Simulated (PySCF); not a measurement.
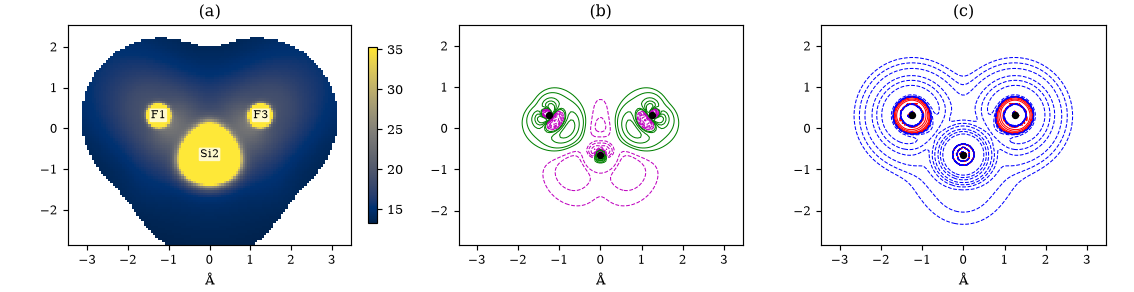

Figure 1: F3HSi, SMILES `F[SiH](F)F`. Three fields in the plane of F1, Si2 and F3. (b): solid green lines positive, dashed magenta lines negative. (c): solid red lines positive, dashed blue lines negative.

Method: PBE0/def2-TZVP; geometry: GFN2-xTB; program: PySCF. No frequency check shows the geometry to be a minimum.

Coordinates in Å:

```
F1      -1.3966   -0.3952   -0.2571
Si2     -0.0000    0.0000    0.3676
F3       1.0406   -1.0118   -0.2571
F4       0.3560    1.4071   -0.2571
H5       0.0001   -0.0000    1.7954
```

### The panels show, in some order, the negative Laplacian of the density (−∇²ρ), average local ionisation energy and deformation density. Which is which?

(a) is the average local ionisation energy: it is high near the heavier nuclei and lowest where loosely bound electrons reach out. (b) is the deformation density: it has both signs, with gains where valence electrons gather and losses around them. (c) is the negative Laplacian of the density (−∇²ρ): shells alternate in sign around each nucleus and valence concentrations outline the bonding and non-bonding pairs.
